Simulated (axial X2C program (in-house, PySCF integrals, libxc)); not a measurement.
# A two-component session on SiH: EOM-EA-CCSD levels

Wanted for SiH: EOM-EA-CCSD levels, at the two-component level.

The runs use an in-house X2C program for linear molecules on PySCF integrals; two-component X2C with atomic mean-field terms, Si dyall-av3z, H dyall-av3z.

All values are calculated.

**1. Input**

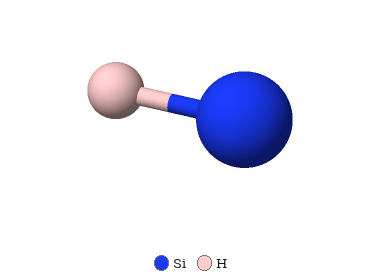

The two atoms at 1.480 Å (silicon blue, hydrogen pink).

Input file task.json:

```json
{
 "zs": [
  14,
  1
 ],
 "q": 0,
 "bas": [
  "dyall-av3z",
  "dyall-av3z"
 ],
 "r0": 1.48,
 "eom": "ea",
 "thr": -2.0,
 "nmax": 92,
 "grid": [
  1,
  0.96,
  1.045,
  0.92,
  1.09,
  1.15
 ]
}
```

Keys: zs atomic numbers; q charge; bas basis sets; r0 starting distance in Å; eom kind of EOM run; thr threshold in hartree for freezing inner shells (an s shell follows its p shell); nmax most natural virtual spinors; grid distances as factors.

The run is started by

```sh
$ python soeom.py task.json out
```

Nuclei are Gaussian, cores are contracted, and the Gaunt term is on.

**2. EOM-EA-CCSD at 1.536 Å**

Reference: the closed shell SiH⁺; 4 electrons correlated, 90 virtual spinors; roots sought by Ω: 1/2: 5, 3/2: 4, 5/2: 2, 7/2: 1.

Output:

```text
two-component X2C + atomic mean field  HF
basis functions 88  fitting functions 469  grid points 4355
iter        total energy     max residual
   1       -289.727390326     6.90e-02
   2       -289.733744087     3.48e-03
   3       -289.733940078     8.45e-04
   4       -289.733952724     1.37e-04
   5       -289.733953249     1.30e-05
   6       -289.733953252     2.36e-06
   7       -289.733953252     9.97e-07
converged
one-electron -406.61850805  Coulomb 132.57560404  exact exchange -20.47734717  xc functional 0.00000000  nuclear repulsion 4.82322979  atomic mean-field constant -0.03693186
correlated 4  virtual 152  natural virtual 90  E(MP2) -0.071173398  MP2 remainder -0.002841761
iter   CCSD correlation   residual
   1     -0.083597224   1.17e-01
   2     -0.091389692   5.21e-02
   3     -0.091846192   1.31e-02
   4     -0.091908022   3.16e-03
   5     -0.091885275   1.22e-03
   6     -0.091880870   4.23e-04
   7     -0.091884303   1.04e-04
   8     -0.091883632   2.70e-05
   9     -0.091883648   9.48e-06
(T) -0.001611953  T1 0.0163  D1 0.0207  max T2 0.079
EOM-EA-CCSD roots
2*Omega      energy/Eh   energy/eV  one-particle weight
    1      -0.28733018     -7.8187      0.950
    1      -0.18029529     -4.9061      0.000
    1      -0.12255059     -3.3348      0.954
    1      -0.10863558     -2.9561      0.812
    1      -0.09211646     -2.5066      0.210
    3      -0.28672065     -7.8021      0.950
    3      -0.18029125     -4.9060      0.000
    3      -0.11815057     -3.2150      0.081
    3      -0.07622177     -2.0741      0.988
    5      -0.11806599     -3.2127      0.081
    5      -0.04472349     -1.2170      0.875
    7       0.03954652      1.0761      0.000
```

T1 in the output is the amplitude norm over the root of the electron number; divide by √2 for the Lee–Taylor value.

```
  Ω  binding energy (eV)  above lowest (cm⁻¹)                          spinor  weight
1/2                7.819                    0             81% Si pπ, 13% H pπ    0.95
3/2                7.802                  130             81% Si pπ, 13% H pπ    0.95
1/2                3.335                36160   33% H sσ, 31% Si sσ, 13% H pσ    0.95
1/2                2.956                39220  48% Si dσ, 20% H sσ, 17% Si pσ    0.81
3/2                2.074                46330                       98% Si pπ    0.99
5/2                1.217                53250                       97% Si dδ    0.88
```

It took 4.8 s on 1 thread of Arm Neoverse N1, shared host; peak memory 0.46 GiB.

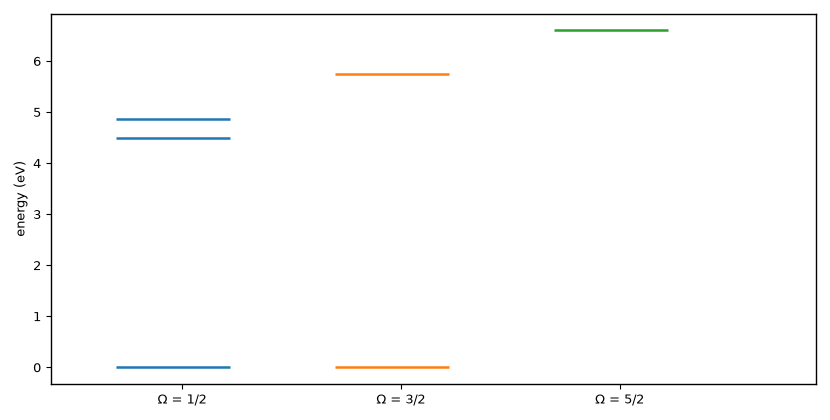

The roots by Ω, from the lowest.

**3. EOM-EA-CCSD at 1.475 Å**

```
  Ω  binding energy (eV)  above lowest (cm⁻¹)                          spinor  weight
1/2                7.803                    0             80% Si pπ, 14% H pπ    0.95
3/2                7.786                  130             80% Si pπ, 14% H pπ    0.95
1/2                3.251                36710   42% H sσ, 37% Si sσ, 10% H pσ    0.96
1/2                2.941                39210  57% Si dσ, 24% Si pσ, 10% H sσ    0.68
3/2                2.072                46220                       98% Si pπ    0.99
5/2                1.202                53240                       97% Si dδ    0.88
```

Run time: 5.2 s. Hardware: 1 thread of Arm Neoverse N1, shared host; peak memory 0.46 GiB.

**4. EOM-EA-CCSD at 1.605 Å**

```
  Ω  binding energy (eV)  above lowest (cm⁻¹)                          spinor  weight
1/2                7.839                    0             83% Si pπ, 11% H pπ    0.95
3/2                7.823                  130             83% Si pπ, 12% H pπ    0.95
1/2                3.483                35130  25% H sσ, 23% Si sσ, 20% Si dσ    0.95
1/2                2.962                39340  37% Si dσ, 29% H sσ, 22% Si sσ    0.90
3/2                2.077                46480                       98% Si pπ    0.99
5/2                1.236                53260                       98% Si dδ    0.87
```

Run time: 5 s. Hardware: 1 thread of Arm Neoverse N1, shared host; peak memory 0.46 GiB.

**5. EOM-EA-CCSD at 1.413 Å**

```
  Ω  binding energy (eV)  above lowest (cm⁻¹)                        spinor  weight
1/2                7.789                    0  78% Si pπ, 15% H pπ, 6% H dπ    0.95
3/2                7.773                  130  78% Si pπ, 15% H pπ, 6% H dπ    0.95
1/2                3.213                36910  49% H sσ, 41% Si sσ, 8% H pσ    0.98
3/2                2.071                46120                     98% Si pπ    0.99
5/2                1.188                53240                     97% Si dδ    0.89
```

It took 5.3 s on 1 thread of Arm Neoverse N1, shared host; peak memory 0.47 GiB.

**6. EOM-EA-CCSD at 1.674 Å**

| Ω | binding energy (eV) | above lowest (cm⁻¹) | spinor | weight |
| --- | --- | --- | --- | --- |
| 1/2 | 7.862 | 0 | 84% Si pπ, 10% H pπ | 0.95 |
| 3/2 | 7.845 | 140 | 84% Si pπ, 10% H pπ | 0.95 |
| 1/2 | 3.673 | 33790 | 25% Si dσ, 21% H sσ, 18% Si sσ | 0.95 |
| 1/2 | 2.961 | 39530 | 34% H sσ, 30% Si dσ, 29% Si sσ | 0.95 |
| 3/2 | 2.080 | 46630 | 98% Si pπ | 0.99 |
| 5/2 | 1.257 | 53270 | 98% Si dδ | 0.86 |

Wall time 5.2 s (1 thread of Arm Neoverse N1, shared host); peak memory 0.47 GiB.

**7. EOM-EA-CCSD at 1.766 Å**

```csv
Ω,binding energy (eV),above lowest (cm⁻¹),spinor,weight
1/2,7.895,0,"86% Si pπ, 9% H pπ",0.95
3/2,7.878,140,"86% Si pπ, 9% H pπ",0.95
1/2,3.962,31720,"26% Si dσ, 21% Si pσ, 19% H sσ",0.95
1/2,2.956,39830,"36% H sσ, 35% Si sσ, 23% Si dσ",0.97
3/2,2.086,46850,98% Si pπ,0.99
```

It took 5.5 s on 1 thread of Arm Neoverse N1, shared host; peak memory 0.47 GiB.

**8. Curves of the states**

Energies in eV from the lowest point of the lowest state; states are followed by energy order within each Ω.

| R (Å) | (1)Ω=1/2 | (1)Ω=3/2 | (3)Ω=1/2 | (4)Ω=3/2 |
| --- | --- | --- | --- | --- |
| 1.413 | 0.1164 | 0.1329 | 4.6924 | 5.8348 |
| 1.475 | 0.0224 | 0.0390 | 4.5740 | 5.7530 |
| 1.536 | 0.0000 | 0.0166 | 4.4839 | 5.7446 |
| 1.605 | 0.0390 | 0.0557 | 4.3950 | 5.8012 |
| 1.674 | 0.1280 | 0.1447 | 4.3170 | 5.9096 |
| 1.766 | 0.2999 | 0.3167 | 4.2328 | 6.1090 |

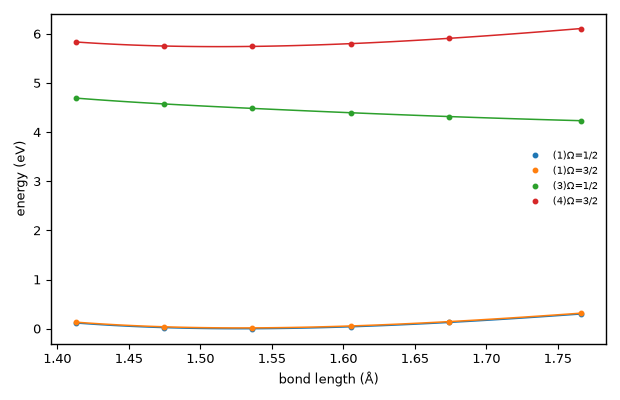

The states along the bond.

Constants where the minimum is well bracketed (masses 27.977 and 1.008 u):

```csv
state,Te (cm⁻¹),Re (Å),ωe (cm⁻¹)
(1)Ω=1/2,0,1.528,2038
(1)Ω=3/2,130,1.528,2039
(4)Ω=3/2,46300,1.513,2140
```

**9. Outcome**

| quantity | value |
| --- | --- |
| lowest root at 1.536 Å | Ω = 1/2, 7.819 eV |
| next root led by one particle | Ω = 3/2, about 130 cm⁻¹ higher |
| T1 of the reference | 0.012 |
| lowest state, Re and ωe | 1.528 Å, 2038 cm⁻¹ |

In words: The added electron is bound by 7.82 eV in a spinor of 81% Si pπ, 13% H pπ. Errors of 0.1 to 0.3 eV are usual at this size, and roots led by higher excitations are left out, so the list is incomplete, and low states of that kind can be missing. The bond is 0.017 Å longer than in the closed-shell reference at CCSD (1.511 Å).
